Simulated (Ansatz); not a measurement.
## ZnGaGePb2: relaxing a made-up structure

Starting from a made-up structure for ZnGaGePb2, the aim is the relaxed cell, its shortest contacts and, where a second run follows, its electronic structure.

Calculated with Ansatz 0.2.0; DFT, r2SCAN, plane-wave PAW, default files, scalar-relativistic, no spin, cell and ions relaxed at zero pressure, in the first sound run; inputs show where later runs differ.

**1. Starting point**

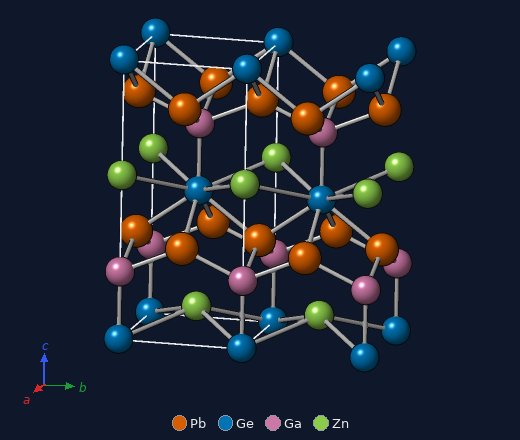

The starting structure, seen slightly off an axis (lead orange, germanium blue, gallium pink, zinc green). 1×2×1 cells are drawn. This picture shows the conventional cell, with its axes. Some periodic images of atoms are drawn too.

**2. Relaxation of the guess**

The guess takes its coordinates from another compound and its volume from a rule, so the cell and any free coordinates are relaxed together.

File input.yaml:

```yaml
crystal:
  lattice:
    - [-2.2375, 2.2375, 5.0525]
    - [2.2375, -2.2375, 5.0525]
    - [2.2375, 2.2375, -5.0525]
  atoms:
    - { symbol: Pb, position: [0.8419, 0.3419, 0.5] }
    - { symbol: Pb, position: [0.3419, 0.8419, 0.5] }
    - { symbol: Ge, position: [0.0036, 0.0036, 0.0] }
    - { symbol: Ga, position: [0.2444, 0.2444, 0.0] }
    - { symbol: Zn, position: [0.5898, 0.5898, 0.0] }
kpoints:
  mp_grid: { grid: [8, 8, 8] }
scf:
  occupations: { method: fermi_dirac, width: 0.05 }
hamiltonian:
  xc: r2scan
  pseudopotentials: { kind: paw }
relax:
  f_tol: 0.015
  max_steps: 70
  cell: {}
output:
  forces: true
  stress: true
```

Run with:

```console
> ansatz run input.yaml --threads 4 --pin off --max-ram 8192MiB --backend cpu --events-out ev --progress --plain --runs-dir out
```

Numbers of over 12 decimals in the logs are rounded to 6 here.

Output:

```text
Engine: ansatz 0.2.0, aarch64-unknown-linux-gnu
Pseudopotentials: kind: paw
Pseudopotential: Pb, paw, valence charge 14, recommended cutoff 500 eV (meta_gga), Pb.paw.azcp
Pseudopotential: Ge, paw, valence charge 14, recommended cutoff 500 eV (meta_gga), Ge.paw.azcp
Pseudopotential: Ga, paw, valence charge 13, recommended cutoff 500 eV (meta_gga), Ga.paw.azcp
Pseudopotential: Zn, paw, valence charge 12, recommended cutoff 500 eV (meta_gga), Zn.paw.azcp
Functional definition: r2SCAN
  parameter k0 = 0.174
  parameter k1 = 0.065
  parameter a1 = 4.9479
  exchange = r2scan_x(k0 = k0, k1 = k1, a1 = a1)
  correlation = r2scan_c
Crystal: 5 atoms, lattice volume = 101.179 Å³
Basis set: ecut = 500 eV, 2559 PW (Γ), exchange–correlation on 180×180×180 points (64 copies of the dense FFT grid, shifted against one another)
Bands: 41, of which v1, the nominal top of the filled ones, is band 34 counted from 1 (33 counted from 0)
Symmetry: 8 space group operations
Space group: I4mm (ITA 107), of the structure as read, at distance tolerance 4.7e-5 Å
k-points: 59 of 512 (time reversal used)
Non-local potential: Pb, projectors of the file, l = 0: 2, l = 1: 2, l = 2: 2, l = 3: 2
Non-local potential: Ge, projectors of the file, l = 0: 2, l = 1: 2, l = 2: 3, l = 3: 1
Non-local potential: Ga, projectors of the file, l = 0: 2, l = 1: 2, l = 2: 3, l = 3: 1
Non-local potential: Zn, projectors of the file, l = 0: 2, l = 1: 2, l = 2: 3, l = 3: 1
PAW form: soft (Blöchl's): semilocal exchange-correlation on the pseudo side does not see the compensation charge
PAW frozen core: Pb, regenerated for the run's functional (the file was generated under x = pbe(κ = 0.804, μ = 0.219515), c = pbe(β = 0.066725))
PAW frozen core: Ge, regenerated for the run's functional (the file was generated under x = pbe(κ = 0.804, μ = 0.219515), c = pbe(β = 0.066725))
PAW frozen core: Ga, regenerated for the run's functional (the file was generated under x = pbe(κ = 0.804, μ = 0.219515), c = pbe(β = 0.066725))
PAW frozen core: Zn, regenerated for the run's functional (the file was generated under x = pbe(κ = 0.804, μ = 0.219515), c = pbe(β = 0.066725))
PAW one-centre angular grid: Pb, 590 points (default); XC on 160 Gauss nodes
PAW one-centre angular grid: Ge, 590 points (default); XC on 160 Gauss nodes
PAW one-centre angular grid: Ga, 590 points (default); XC on 160 Gauss nodes
PAW one-centre angular grid: Zn, 590 points (default); XC on 261 of its mesh's 2673 points in the sphere
Initial density: superposition of atomic densities (neutral atoms: chi_scale 0, normalization atom), corrected by the library's trained network
Initial wavefunctions: pseudopotential atomic-orbital guess
Functional: x = r2scan, c = r2scan; τ floored in thin density (d = 2e-4 eV/Å³)
SCF iter   1: F=—  HF=-35255.858587 eV  |F-HF|=—  |Δ(HF+E_count)|=         —  Δρ=1.24e-2  dr2=9.04e-2  dr2_τ=3.09e-2  ethr=1.77e-3  ⟨swp⟩=8.6  Hψ=12121  notcnv=0  defer=8
preconditioner: auto → Kerker (q_TF=auto, 2.547 Å⁻¹)  [metal: Δε(μ)=0.021 eV  Ē_g=18.064 eV  σ=0.050 eV  W_gap=0.11  n_scr=32 (ndim 8)  ℏωp=30.2 eV  f_vac=0.000  D(μ)=1.72/eV (n_scr^D=10)]
SCF iter   2: F=—  HF=-35255.927892 eV  |F-HF|=—  |Δ(HF+E_count)|=   6.93e-2  Δρ=4.39e-3  dr2=1.76e-2  dr2_τ=3.23e-4  ethr=1.35e-4  ⟨swp⟩=2.5  Hψ=5264  notcnv=0  defer=93
SCF iter   3: F=—  HF=-35255.926003 eV  |F-HF|=—  |Δ(HF+E_count)|=   1.89e-3  Δρ=3.12e-3  dr2=9.87e-3  dr2_τ=5.80e-5  ethr=2.63e-5  ⟨swp⟩=2.0  Hψ=3292  notcnv=0  defer=93
SCF iter   4: F=—  HF=-35255.924870 eV  |F-HF|=—  |Δ(HF+E_count)|=   1.13e-3  Δρ=1.06e-3  dr2=1.34e-3  dr2_τ=1.43e-5  ethr=1.47e-5  ⟨swp⟩=3.0  Hψ=4155  notcnv=0  defer=93
SCF iter   5: F=—  HF=-35255.925112 eV  |F-HF|=—  |Δ(HF+E_count)|=   2.42e-4  Δρ=5.27e-4  dr2=3.17e-4  dr2_τ=2.85e-6  ethr=2.00e-6  ⟨swp⟩=2.0  Hψ=4308  notcnv=0  defer=93
SCF iter   6: F=—  HF=-35255.925141 eV  |F-HF|=—  |Δ(HF+E_count)|=   2.94e-5  Δρ=1.96e-4  dr2=5.66e-5  dr2_τ=3.89e-7  ethr=4.73e-7  ⟨swp⟩=2.0  Hψ=4308  notcnv=0  defer=93
SCF iter   7: F=—  HF=-35255.925140 eV  |F-HF|=—  |Δ(HF+E_count)|=   1.00e-6  Δρ=8.37e-5  dr2=7.06e-6  dr2_τ=8.71e-8  ethr=8.44e-8  ⟨swp⟩=2.0  Hψ=4317  notcnv=0  defer=93
SCF iter   8: F=—  HF=-35255.925139 eV  |F-HF|=—  |Δ(HF+E_count)|=   9.70e-7  Δρ=3.59e-5  dr2=1.47e-6  dr2_τ=1.39e-8  ethr=1.05e-8  ⟨swp⟩=2.0  Hψ=4340  notcnv=0  defer=93
SCF iter   9: F=—  HF=-35255.925140 eV  |F-HF|=—  |Δ(HF+E_count)|=   7.77e-7  Δρ=1.22e-5  dr2=2.50e-7  dr2_τ=2.68e-9  ethr=2.19e-9  ⟨swp⟩=2.0  Hψ=3442  notcnv=0  defer=93
SCF iter  10: F=-35255.925140 eV  HF=-35255.925140 eV  |F-HF|=1.08e-9  |Δ(HF+E_count)|=   8.02e-8  Δρ=3.31e-6  dr2=1.27e-8  dr2_τ=1.37e-10  ethr=1.49e-10  ⟨swp⟩=5.0  Hψ=8446  notcnv=0
SCF 1 converged in 10 iterations: F = -35255.925140 eV  dr2 = 1.27e-8
  greatest PAW one-centre occupation: 0.998 electrons in one spin orbital (limit 2), on the Ge atom at site 2 (counted from 0), in its partial waves of l = 2
relax step   1: F+E_penalty+E_count = -35255.92514034 eV  Δ(F+E_penalty+E_count) = +0.000e0 eV  max|allowed force component| = 4.351e0 eV/Å  Δτ_max = 0.0000 Å  P = +26.985 GPa  Ω = 101.179 Å³  (10 SCF iters, dr2 threshold 1.00e-7 eV, accepted)
Crystal: 5 atoms, lattice volume = 113.514 Å³
Basis set: ecut = 500 eV, 2923 PW (Γ), exchange–correlation on 180×180×180 points (64 copies of the dense FFT grid, shifted against one another)
Initial density: handed on by an earlier stage of this run
Initial wavefunctions: those handed on with the density
iter 1 solved again at ethr=1.06e-4 eV; its pass at ethr=3.10e-3 eV (dr2=7.10e-2 eV) is discarded
SCF iter   1: F=—  HF=-35256.942759 eV  |F-HF|=—  |Δ(HF+E_count)|=         —  Δρ=8.43e-3  dr2=7.19e-2  dr2_τ=4.29e-1  ethr=1.06e-4  ⟨swp⟩=2.4  Hψ=16302  notcnv=0
preconditioner: auto → Kerker (q_TF=auto, 2.499 Å⁻¹)  [metal: Δε(μ)=0.060 eV  Ē_g=17.379 eV  σ=0.050 eV  W_gap=0.27  n_scr=32 (ndim 8)  ℏωp=28.5 eV  f_vac=0.005  D(μ)=1.25/eV (n_scr^D=2)]
SCF iter   2: F=—  HF=-35257.919483 eV  |F-HF|=—  |Δ(HF+E_count)|=   9.77e-1  Δρ=4.55e-3  dr2=1.74e-2  dr2_τ=3.10e-4  ethr=1.06e-4  ⟨swp⟩=3.2  Hψ=5017  notcnv=0  defer=2
SCF iter   3: F=—  HF=-35257.919407 eV  |F-HF|=—  |Δ(HF+E_count)|=   7.66e-5  Δρ=2.26e-3  dr2=5.83e-3  dr2_τ=5.73e-5  ethr=2.60e-5  ⟨swp⟩=1.8  Hψ=3412  notcnv=0  defer=26
SCF iter   4: F=—  HF=-35257.920045 eV  |F-HF|=—  |Δ(HF+E_count)|=   6.39e-4  Δρ=9.25e-4  dr2=7.54e-4  dr2_τ=8.42e-6  ethr=8.70e-6  ⟨swp⟩=2.0  Hψ=3744  notcnv=0  defer=26
SCF iter   5: F=—  HF=-35257.919690 eV  |F-HF|=—  |Δ(HF+E_count)|=   3.55e-4  Δρ=4.03e-4  dr2=2.25e-4  dr2_τ=1.50e-6  ethr=1.13e-6  ⟨swp⟩=3.1  Hψ=4542  notcnv=0  defer=26
[...]
SCF iter   4: F=—  HF=-35258.624479 eV  |F-HF|=—  |Δ(HF+E_count)|=   4.98e-5  Δρ=6.31e-4  dr2=6.52e-4  dr2_τ=6.04e-6  ethr=1.09e-5  ⟨swp⟩=2.0  Hψ=3882  notcnv=0
SCF iter   5: F=—  HF=-35258.624392 eV  |F-HF|=—  |Δ(HF+E_count)|=   8.67e-5  Δρ=3.15e-4  dr2=1.57e-4  dr2_τ=2.33e-6  ethr=9.73e-7  ⟨swp⟩=3.1  Hψ=4437  notcnv=0
SCF iter   6: F=—  HF=-35258.624415 eV  |F-HF|=—  |Δ(HF+E_count)|=   2.30e-5  Δρ=1.38e-4  dr2=2.80e-5  dr2_τ=3.22e-7  ethr=2.35e-7  ⟨swp⟩=2.1  Hψ=4082  notcnv=0
SCF iter   7: F=—  HF=-35258.624438 eV  |F-HF|=—  |Δ(HF+E_count)|=   2.27e-5  Δρ=1.07e-4  dr2=1.01e-5  dr2_τ=1.54e-7  ethr=4.18e-8  ⟨swp⟩=3.0  Hψ=4779  notcnv=0
SCF iter   8: F=—  HF=-35258.624432 eV  |F-HF|=—  |Δ(HF+E_count)|=   5.98e-6  Δρ=3.01e-5  dr2=1.08e-6  dr2_τ=1.25e-8  ethr=1.51e-8  ⟨swp⟩=3.0  Hψ=4230  notcnv=0
SCF iter   9: F=-35258.624432 eV  HF=-35258.624432 eV  |F-HF|=8.63e-9  |Δ(HF+E_count)|=   6.59e-7  Δρ=7.63e-6  dr2=9.87e-8  dr2_τ=2.84e-9  ethr=7.46e-10  ⟨swp⟩=6.0  Hψ=11349  notcnv=0
SCF 3 converged in 9 iterations: F = -35258.624432 eV  dr2 = 9.87e-8
relax step   3: F+E_penalty+E_count = -35258.62443240 eV  Δ(F+E_penalty+E_count) = -7.047e-1 eV  max|allowed force component| = 4.253e-1 eV/Å  Δτ_max = 0.0910 Å  P = +4.417 GPa  Ω = 123.806 Å³  energy of the carried Pulay correction = -4.200e-3 eV  (9 SCF iters, dr2 threshold 5.00e-7 eV, accepted)
[... from here on, the SCF cycles and remarks between the steps are left out ...]
relax step   4: F+E_penalty+E_count = -35258.79996628 eV  Δ(F+E_penalty+E_count) = -1.755e-1 eV  max|allowed force component| = 1.742e-1 eV/Å  Δτ_max = 0.0768 Å  P = -0.549 GPa  Ω = 136.397 Å³  energy of the carried Pulay correction = -6.194e-3 eV  (10 SCF iters, dr2 threshold 5.00e-7 eV, accepted)
relax step   5: F+E_penalty+E_count = -35258.80508321 eV  Δ(F+E_penalty+E_count) = -5.117e-3 eV  max|allowed force component| = 6.306e-2 eV/Å  Δτ_max = 0.0117 Å  P = -0.153 GPa  Ω = 135.085 Å³  energy of the carried Pulay correction = -5.996e-3 eV  (7 SCF iters, dr2 threshold 5.00e-7 eV, accepted)
relax step   6: F+E_penalty+E_count = -35258.80754460 eV  Δ(F+E_penalty+E_count) = -2.461e-3 eV  max|allowed force component| = 4.331e-2 eV/Å  Δτ_max = 0.0336 Å  P = -0.063 GPa  Ω = 134.805 Å³  energy of the carried Pulay correction = -5.953e-3 eV  (8 SCF iters, dr2 threshold 2.49e-7 eV, accepted)
relax step   7: F+E_penalty+E_count = -35258.81125257 eV  Δ(F+E_penalty+E_count) = -3.708e-3 eV  max|allowed force component| = 1.899e-2 eV/Å  Δτ_max = 0.1212 Å  P = +0.110 GPa  Ω = 134.467 Å³  energy of the carried Pulay correction = -5.902e-3 eV  (10 SCF iters, dr2 threshold 1.17e-7 eV, accepted)
relax step   8: F+E_penalty+E_count = -35258.81135966 eV  Δ(F+E_penalty+E_count) = -1.071e-4 eV  max|allowed force component| = 1.950e-3 eV/Å  Δτ_max = 0.0048 Å  P = +0.026 GPa  Ω = 134.754 Å³  energy of the carried Pulay correction = -5.946e-3 eV  (7 SCF iters, dr2 threshold 3.50e-8 eV, accepted)
relax step   9: F+E_penalty+E_count = -35258.82124690 eV  Δ(F+E_penalty+E_count) = -9.887e-3 eV  max|allowed force component| = 2.046e-3 eV/Å  Δτ_max = 0.0000 Å  P = +0.046 GPa  Ω = 134.754 Å³  stress off target by 5.22e-2 GPa  SCF on the basis re-selected at this cell (its energy is not comparable with the rows above)  (10 SCF iters)
relax step  10: F+E_penalty+E_count = -35258.82124911 eV  Δ(F+E_penalty+E_count) = -2.209e-6 eV  max|allowed force component| = 1.262e-3 eV/Å  Δτ_max = 0.0036 Å  P = -0.000 GPa  Ω = 134.915 Å³  energy of the carried Pulay correction = -2.471e-5 eV  (8 SCF iters, dr2 threshold 6.81e-9 eV, accepted)
iter 1 solved again at ethr=5.04e-8 eV; its pass at ethr=3.10e-3 eV (dr2=3.37e-5 eV) is discarded
SCF iter   1: F=—  HF=-35258.821308 eV  |F-HF|=—  |Δ(HF+E_count)|=         —  Δρ=1.24e-5  dr2=6.11e-9  dr2_τ=7.84e-10  ethr=5.04e-8  ⟨swp⟩=3.2  Hψ=17675  notcnv=0
preconditioner: auto → Kerker (q_TF=auto, 2.428 Å⁻¹)  [metal: Δε(μ)=0.046 eV  Ē_g=16.682 eV  σ=0.050 eV  W_gap=0.23  n_scr=32 (ndim 8)  ℏωp=26.2 eV  f_vac=0.007  D(μ)=1.86/eV (n_scr^D=10)]
SCF iter   2: F=—  HF=-35258.821274 eV  |F-HF|=—  |Δ(HF+E_count)|=   3.37e-5  Δρ=6.34e-6  dr2=3.11e-9  dr2_τ=1.03e-8  ethr=9.11e-12  ⟨swp⟩=3.1  Hψ=5066  notcnv=0
SCF iter   3: F=—  HF=-35258.821275 eV  |F-HF|=—  |Δ(HF+E_count)|=   6.99e-7  Δρ=1.26e-6  dr2=7.22e-10  dr2_τ=3.78e-10  ethr=4.65e-12  ⟨swp⟩=2.0  Hψ=4421  notcnv=0
SCF iter   4: F=—  HF=-35258.821275 eV  |F-HF|=—  |Δ(HF+E_count)|=   2.37e-8  Δρ=4.80e-7  dr2=2.84e-10  dr2_τ=4.42e-11  ethr=1.08e-12  ⟨swp⟩=2.0  Hψ=4417  notcnv=0
SCF iter   5: F=—  HF=-35258.821275 eV  |F-HF|=—  |Δ(HF+E_count)|=   2.92e-9  Δρ=2.67e-7  dr2=9.39e-11  dr2_τ=1.75e-12  ethr=1.00e-12  ⟨swp⟩=2.0  Hψ=2989  notcnv=0
SCF iter   6: F=-35258.821275 eV  HF=-35258.821275 eV  |F-HF|=6.55e-11  |Δ(HF+E_count)|=  4.37e-11  Δρ=9.30e-8  dr2=1.45e-11  dr2_τ=1.23e-12  ethr=1.00e-12  ⟨swp⟩=4.9  Hψ=8556  notcnv=0
SCF 11 converged in 6 iterations: F = -35258.821275 eV  dr2 = 1.45e-11
relax step  11: F+E_penalty+E_count = -35258.82127495 eV  Δ(F+E_penalty+E_count) = -2.585e-5 eV  max|allowed force component| = 1.277e-3 eV/Å  Δτ_max = 0.0000 Å  P = +0.000 GPa  Ω = 134.915 Å³  stress off target by 1.26e-3 GPa  SCF on the basis re-selected at this cell (its energy is not comparable with the rows above)  (6 SCF iters)
basis re-selected at this cell: Δ(F+E_penalty+E_count) = -2.585e-5 eV, ΔP = +0.000 GPa vs the last step (what re-selecting the basis moved, of the pressure what is left beyond the Pulay correction that the steps carried, after the strain that the cell walked since its last selection, with what the two solves' SCF thresholds leave and, on support functions, any second-order correction that the steps lacked; it is no m [...]
SCF converged after 6 iterations
Free energy (F): -35258.821275 eV
Harris-Foulkes:  -35258.821275 eV  (|F-HF|=6.55e-11)
Internal energy: -35258.806218 eV  (E = F + TS)
E sigma→0 (E₀):  -35258.813747 eV
Entropy (-TS):   -0.015057 eV (-3.011 meV/atom)
Fermi energy:    8.225041 eV
--- Per-component energies (eV) ---
  E_band       = -355.886241
  E_kinetic    = 931.568503
  E_local      = -8640.349080  (includes V_loc(G=0)·N_el)
  E_nonlocal   = 2160.153349
  E_hartree    = 3734.832469
  E_xc         = -668.042980
  E_vxc        = -466.624910  (∫ρ·V_xc dr)
  E_paw        = -26752.178380  (= ΣΔE_a)
  E_vpaw       = -1841.827686  (= ΣTr[D̂ρ^β])
  E_aug_tail   = -0.000036  (compensation charges beyond the density's cutoff)
  E_vtau       = 31.528576  (kinetic-family band-sum trace: ∫τ·v_τ [+ j·A + Jᵃ·Aᵃ] dr)
  E_ewald      = -6024.799615
  E_core_change = 0.009550  (= ΣΔE_core)
  E_smearing   = -0.015057  (= −TS)
  E_closure    = 0.000000  (closes the sum)
  Σ components = -35258.821275   (vs F -35258.821275, Δ=0.00e0)
--- Forces (eV/Å), atoms counted from 1 ---
  atom   1  Pb     0.00000000     0.00000000     0.00027238
  atom   2  Pb     0.00000000     0.00000000     0.00027238
  atom   3  Ge    -0.00000000    -0.00000000    -0.00127734
  atom   4  Ga     0.00000000     0.00000000     0.00049151
  atom   5  Zn     0.00000000     0.00000000     0.00024113
  max |Σ_I F_I| component: 5.45e-8 eV/Å
--- Stress (GPa, compression-positive) ---
        0.000725       0.000000      -0.000000
        0.000000       0.000725       0.000000
       -0.000000       0.000000      -0.001261
  P = ⅓ Tr σ = 0.0001 GPa (0.001 kbar)
--- Relaxed structure (9 steps of the walk, 9 accepted, 2 SCFs on fresh bases) ---
  F+E_penalty+E_count = -35258.82127495 eV   max|allowed force component| = 1.277e-3 eV/Å   (the final SCF, on the basis selected at the relaxed cell)
  cell:  # Å, volume = 134.9150 Å³
    - [-2.534755, 2.534755, 5.249623]
    - [2.534755, -2.534755, 5.249623]
    - [2.534755, 2.534755, -5.249623]
  atoms:
    - { symbol: Pb, position: [0.850721, 0.350721, 0.5] }
    - { symbol: Pb, position: [0.350721, 0.850721, 0.5] }
    - { symbol: Ge, position: [-0.012915, -0.012915, 0] }
    - { symbol: Ga, position: [0.218174, 0.218174, 0] }
    - { symbol: Zn, position: [0.614899, 0.614899, 0] }
```

Run time: 2.2 min. Hardware: 4 threads of Arm Neoverse V2, shared host; peak memory 1.1 GiB.

Step by step:

```tsv
step	energy less that of the first step (eV)	largest force component (eV/Å)	pressure (GPa)	volume (Å³)
1	0.0000	4.3509	26.98	101.18
2	-1.9946	1.4473	11.46	113.51
3	-2.6993	0.4253	4.42	123.81
4	-2.8748	0.1742	-0.55	136.40
5	-2.8799	0.0631	-0.15	135.09
6	-2.8824	0.0433	-0.06	134.80
7	-2.8861	0.0190	0.11	134.47
8	-2.8862	0.0019	0.03	134.75
9*	-2.8961	0.0020	0.05	134.75
10	-2.8961	0.0013	0.00	134.91
11*	-2.8961	0.0013	0.00	134.91
```

Relaxation steps marked * repeat the geometry before them on a plane-wave basis chosen anew for their cell, so energy and pressure can jump there.

Forces are held to the 8 operations that the run works with; a distortion that breaks them can't arise in this run.

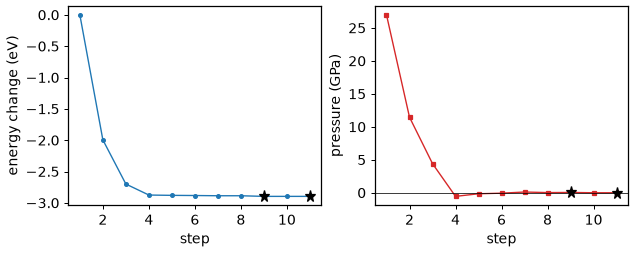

Energy and pressure along the relaxation. Stars mark steps on a basis chosen anew.

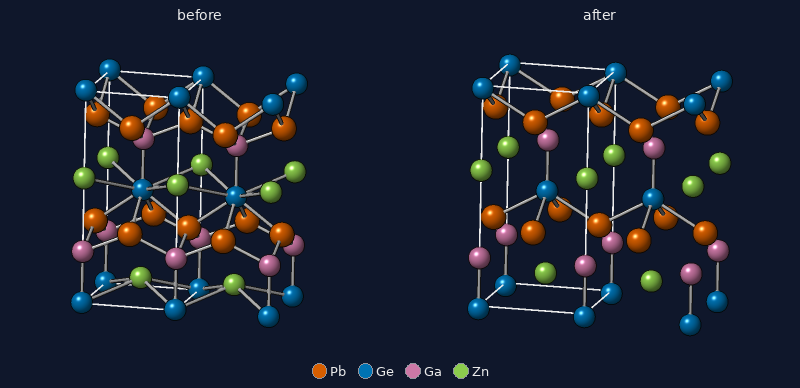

Before and after, at one scale.

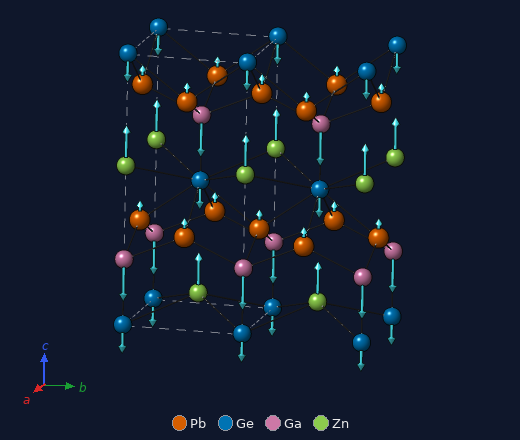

Displacements in the relaxation, exaggerated, measured against the changing cell; the longest in the cell stands for 0.28 Å. 1×2×1 conventional cells are drawn. Some periodic images of atoms are drawn too.

```tsv
cell as run	before	after	change
a (Å)	5.962	6.357	+6.6 %
b (Å)	5.962	6.357	+6.6 %
c (Å)	5.962	6.357	+6.6 %
α (°)	135.91	133.00	-2.1 %
β (°)	135.91	133.00	-2.1 %
γ (°)	64.12	68.65	+7.1 %
volume (Å³/atom)	20.24	26.98	+33.3 %
```

The atoms that moved most (Å, as changes of fractional coordinates times the final cell):

```tsv
atom	dx	dy	dz	length
Ga4	0.000	0.000	-0.275	0.275
Zn5	0.000	0.000	0.264	0.264
Ge3	0.000	0.000	-0.173	0.173
Pb2	0.000	0.000	0.093	0.093
Pb1	0.000	0.000	0.093	0.093
```

Final coordinates:

```xyz
5
Lattice="-2.5348 2.5348 5.2496 2.5348 -2.5348 5.2496 2.5348 2.5348 -5.2496" Properties=species:S:1:pos:R:3 pbc="T T T"
Pb    0.0000    2.5348    3.6823
Pb    2.5348    0.0000    3.6823
Ge    0.0000    0.0000   -0.1356
Ga    0.0000    0.0000    2.2907
Zn    0.0000    0.0000    6.4560
```

Numbers from this step:

```yaml
free_energy: -35258.8213 eV
energy_at_zero_smearing: -35258.8137 eV
smearing_term_ts: 0.01506 eV
fermi_energy: 8.225 eV
electrons: 67
symmetry_operations: 8
pressure: 6.28e-5 GPa
```

The shortest distance of each pair, which need not be the same contact before and after:

```tsv
pair	guess (Å)	relaxed (Å)
Ga–Ge	2.433	2.426
Ga–Pb	2.445	2.892
Ge–Pb	2.771	2.911
Pb–Zn	3.359	3.543
Pb–Pb	3.164	3.585
```

The relaxation ends with a largest force component of 0.0013 eV/Å and a pressure of 0.00 GPa.

(Part 1 of 2 ends here.)

[Logs are printed without paths, hosts, clocks, repeated set-up lines and the standing remarks that a program may print on its own settings, such as how far it seeks lower states.]

[Hosts, paths, dates, database ids (printed as entryN), source tags and the programs' standing remarks are cut or masked in the printed files.]
